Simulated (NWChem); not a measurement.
# InNH6O3 (SMILES [NH3+][In-]([OH])([OH])[OH]): levels of theory compared

Aim: a comparison of 3 runs (HF/STO-3G, HF/3-21G, MP2/3-21G) of InNH6O3. 

The results are computed with NWChem 7.3.0.

## Step 1: The system as given

The species is InNH6O3 (11 atoms), meant as a singlet with charge 0. SMILES: `[NH3+][In-]([OH])([OH])[OH]`. The shape is that of a PBE0-D4/def2-TZVP optimisation. This is one conformer, not always the lowest.

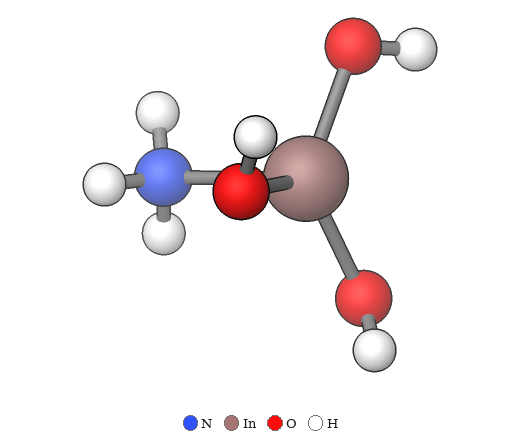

The structure, seen from a chosen angle (nitrogen blue, indium brown, oxygen red, hydrogen white).

## Step 2: Energy and forces at HF/STO-3G (run 1)

Input file h6inno3.nw:

```
echo
start h6inno3
title "H6InNO3 gradient"
memory stack 880 mb heap 220 mb global 1100 mb

geometry units angstroms noautosym nocenter noautoz
N       -1.411100       0.564900       0.533400
In       0.605700      -0.247500      -0.223600
O        1.189700      -1.039100       1.519300
O        1.353900       1.524100      -0.778200
O       -0.157000      -1.455500      -1.625100
H       -1.435800       1.573500       0.433400
H       -1.535200       0.327100       1.511100
H       -2.170700       0.161400      -0.003300
H        2.003700      -0.647400       1.842400
H        1.555400       1.557300      -1.715600
H        0.066800      -2.375900      -1.473300
end

basis spherical bse
* library STO-3G
end

scf
thresh 1e-08
maxiter 80
end

task scf gradient
```

On the command line:

```
nwchem h6inno3.nw > h6inno3.out
```

Log:

```text
[...]
  functions       =    53
[...]
  wavefunction    = RHF
[...]
         Total SCF energy =  -5961.665380448523
      One-electron energy =  -9364.307222996000
      Two-electron energy =   2850.243000240702
 Nuclear repulsion energy =    552.398842306775
        Time for solution =      8.0s
[...]
                         RHF ENERGY GRADIENTS
    atom               coordinates                        gradient
                 x          y          z           x          y          z
   1 N      -2.666592   1.067506   1.007980   -0.037051   0.014962   0.013913
   2 In      1.144607  -0.467707  -0.422543   -0.004427   0.001697   0.001652
   3 O       2.248207  -1.963614   2.871061    0.043701   0.009259   0.032474
   4 O       2.558500   2.880131  -1.470585    0.017611   0.019619  -0.048537
   5 O      -0.296687  -2.750496  -3.070994    0.002982  -0.054683  -0.007918
   6 H      -2.713269   2.973484   0.819007    0.004623  -0.015791  -0.000242
   7 H      -2.901107   0.618129   2.855565    0.006020   0.001611  -0.015246
   8 H      -4.102028   0.305002  -0.006236    0.014873   0.003881   0.005906
   9 H       3.786444  -1.223409   3.481631   -0.031232  -0.019436  -0.006814
  10 H       2.939280   2.942870  -3.242014   -0.005157   0.005347   0.036651
  11 H       0.126234  -4.489800  -2.784133   -0.011943   0.033536  -0.011838
[...]
```

Wall time 11 s (1 thread of Intel Xeon Platinum 8559C (Emerald Rapids), shared host); peak memory 0.1 GiB.

## Step 3: Energy and forces at HF/3-21G (run 2)

Input file work.nw:

```
start work
memory total 2200 mb
geometry units angstroms noautosym nocenter noautoz
 N       -1.411100       0.564900       0.533400
 In       0.605700      -0.247500      -0.223600
 O        1.189700      -1.039100       1.519300
 O        1.353900       1.524100      -0.778200
 O       -0.157000      -1.455500      -1.625100
 H       -1.435800       1.573500       0.433400
 H       -1.535200       0.327100       1.511100
 H       -2.170700       0.161400      -0.003300
 H        2.003700      -0.647400       1.842400
 H        1.555400       1.557300      -1.715600
 H        0.066800      -2.375900      -1.473300
end
basis "ao basis" spherical bse
 * library 3-21G
end
scf
 thresh 1e-08
 maxiter 80
end
task scf gradient
```

On the command line:

```
nwchem work.nw > work.out
```

Log:

```text
[...]
  functions       =    79
[...]
  wavefunction    = RHF
[...]
         Total SCF energy =  -5995.806400849455
      One-electron energy =  -9386.809391213556
      Two-electron energy =   2838.604148057325
 Nuclear repulsion energy =    552.398842306775
        Time for solution =      9.4s
[...]
                         RHF ENERGY GRADIENTS
    atom               coordinates                        gradient
                 x          y          z           x          y          z
   1 N      -2.666592   1.067506   1.007980    0.004265  -0.001706  -0.001601
   2 In      1.144607  -0.467707  -0.422543    0.015654  -0.006361  -0.005864
   3 O       2.248207  -1.963614   2.871061    0.006500  -0.006453   0.019858
   4 O       2.558500   2.880131  -1.470585    0.006528   0.019435  -0.007696
   5 O      -0.296687  -2.750496  -3.070994   -0.009230  -0.014536  -0.013546
   6 H      -2.713269   2.973484   0.819007   -0.003646   0.002381   0.001306
   7 H      -2.901107   0.618129   2.855565   -0.003742   0.001220   0.002234
   8 H      -4.102028   0.305002  -0.006236   -0.004302   0.001116   0.000851
   9 H       3.786444  -1.223409   3.481631   -0.008374   0.000724  -0.009218
  10 H       2.939280   2.942870  -3.242014   -0.004837  -0.007323   0.008829
  11 H       0.126234  -4.489800  -2.784133    0.001184   0.011504   0.004847
[...]
```

Run time: 13 s. Hardware: 1 thread of Intel Xeon Platinum 8559C (Emerald Rapids), shared host; peak memory 0.1 GiB.

## Step 4: Energy and forces at MP2/3-21G (run 3)

Input file run.py:

```python
from ase import Atoms
from ase.calculators.nwchem import NWChem

atoms = Atoms(['N', 'In', 'O', 'O', 'O', 'H', 'H', 'H', 'H', 'H', 'H'], positions=[
    [-1.411100, 0.564900, 0.533400],
    [0.605700, -0.247500, -0.223600],
    [1.189700, -1.039100, 1.519300],
    [1.353900, 1.524100, -0.778200],
    [-0.157000, -1.455500, -1.625100],
    [-1.435800, 1.573500, 0.433400],
    [-1.535200, 0.327100, 1.511100],
    [-2.170700, 0.161400, -0.003300],
    [2.003700, -0.647400, 1.842400],
    [1.555400, 1.557300, -1.715600],
    [0.066800, -2.375900, -1.473300],
])

calc = NWChem(
    label='calc',
    theory='mp2',
    memory='2200 mb',
    basis='3-21G',
    basispar='spherical bse',
    scf={'nopen': '0', 'rhf': None, 'thresh': '1e-08', 'maxiter': '80'},
    mp2={'freeze': 'core 22', 'tight': None},
)
atoms.calc = calc

forces = atoms.get_forces()
print(f"energy = {atoms.get_potential_energy():.6f} eV")
print("forces (eV/A):")
for s, f in zip(atoms.symbols, forces):
    print(f"{s:2s} {f[0]:10.5f} {f[1]:10.5f} {f[2]:10.5f}")
```

On the command line:

```
export ASE_NWCHEM_COMMAND="nwchem PREFIX.nwi > PREFIX.nwo"
python run.py
```

Log:

```text
energy = -163168.132311 eV
forces (eV/A):
N     0.27197   -0.11092   -0.10207
In   -0.56960    0.23304    0.21376
O    -1.24812   -0.41472   -0.77092
O    -0.41307   -0.36849    1.42053
O    -0.17381    1.51839    0.03312
H     0.16625    0.51571   -0.12948
H     0.10937   -0.20954    0.50419
H    -0.26338   -0.31059   -0.37949
H     1.36094    0.48548    0.66458
H     0.44624    0.22420   -1.50877
H     0.31321   -1.56251    0.05461
```

The calculator wrote calc.nwi:

```
title "calc"

permanent_dir calc

scratch_dir calc

start calc

geometry units angstrom nocenter noautosym noautoz
  N  -1.4111000000000000e+00 5.6489999999999996e-01 5.3339999999999999e-01
  In 6.0570000000000002e-01 -2.4750000000000000e-01 -2.2359999999999999e-01
  O  1.1897000000000000e+00 -1.0390999999999999e+00 1.5193000000000001e+00
  O  1.3539000000000001e+00 1.5241000000000000e+00 -7.7820000000000000e-01
  O  -1.5700000000000000e-01 -1.4555000000000000e+00 -1.6251000000000000e+00
  H  -1.4358000000000000e+00 1.5734999999999999e+00 4.3340000000000001e-01
  H  -1.5351999999999999e+00 3.2710000000000000e-01 1.5111000000000001e+00
  H  -2.1707000000000001e+00 1.6139999999999999e-01 -3.3000000000000000e-03
  H  2.0036999999999998e+00 -6.4739999999999998e-01 1.8424000000000000e+00
  H  1.5553999999999999e+00 1.5572999999999999e+00 -1.7156000000000000e+00
  H  6.6799999999999998e-02 -2.3759000000000001e+00 -1.4733000000000001e+00
end

memory 2200 mb

basis spherical bse noprint
   * library 3-21G
end

scf
  nopen 0
  rhf
  thresh 1e-08
  maxiter 80
end
mp2
  freeze core 22
  tight
end

task mp2 gradient
```

calc.nwo:

```text
Northwest Computational Chemistry Package (NWChem) 7.3.0
             --------------------------------------------------------

           Job information
           ---------------

    nwchem branch   = 7.3.0
    use scalapack   = T
    input           = calc.nwi
    prefix          = calc.
    data base       = calc/calc.db
    status          = startup
    nproc           =        1

           Memory information
           ------------------

[... 5 lines left out ...]
    hardfail = no
[... 140 lines left out ...]
 Convergence threshold     :          1.000E-08
[... 17 lines left out ...]
      One-electron energy =  -9386.809391211988
[... 63 lines left out ...]
                       ROHF Final Molecular Orbital Analysis
[... 485 lines left out ...]
  MP2 natural orbitals output to calc/calc.mp2nos
[... 11 lines left out ...]
                 ----------------------------------------
                 |  Time  |  1-e(secs)   |  2-e(secs)   |
                 ----------------------------------------
                 |  CPU   |       0.01   |       2.41   |
                 ----------------------------------------
                 |  WALL  |       0.01   |       2.41   |
                 ----------------------------------------
 -----------------------
 Task  times  cpu:       21.7s     wall:       21.7s
 Total times  cpu:       21.8s     wall:       21.8s
```

Wall time 23 s (1 thread of Intel Xeon Platinum 8559C (Emerald Rapids), shared host); peak memory 0.24 GiB.

## Step 5: Overview of the runs

```csv
run,level,module,frozen core orbitals,energy (Eh),dipole moment (D),HOMO energy (eV),LUMO energy (eV),wall time
1,HF/STO-3G,scf,–,-5961.665380,4.16,-6.77,9.81,11 s
2,HF/3-21G,scf,–,-5995.806401,3.25,-10.91,3.04,13 s
3,MP2/3-21G,mp2,22,-5996.318312,3.44,-10.91,3.04,23 s
```

## Step 6: What came out

| quantity | value |
| --- | --- |
| run 3: total energy | -5996.31831 Eh |
| run 3: dipole moment (of the density that the program reports) | 3.44 D |
| run 3: HOMO energy (Hartree–Fock orbitals) | -10.91 eV |
| run 3: LUMO energy (Hartree–Fock orbitals) | 3.04 eV |
| run 3: HOMO–LUMO gap (Hartree–Fock orbitals) | 13.95 eV |
| run 3: correlation energy (22 core orbitals frozen) | -511.9 mEh |
| run 3: largest force on an atom | 1.595 eV/Å |

What this shows: The dipole moment (its size) runs from 3.25 D (HF/3-21G) to 4.16 D (HF/STO-3G). In run 1 the basis is minimal, so the values are rough. In runs 1, 2, 3 relativity is left out where basis or elements ask for it. All runs together took 47 s, the longest 23 s.
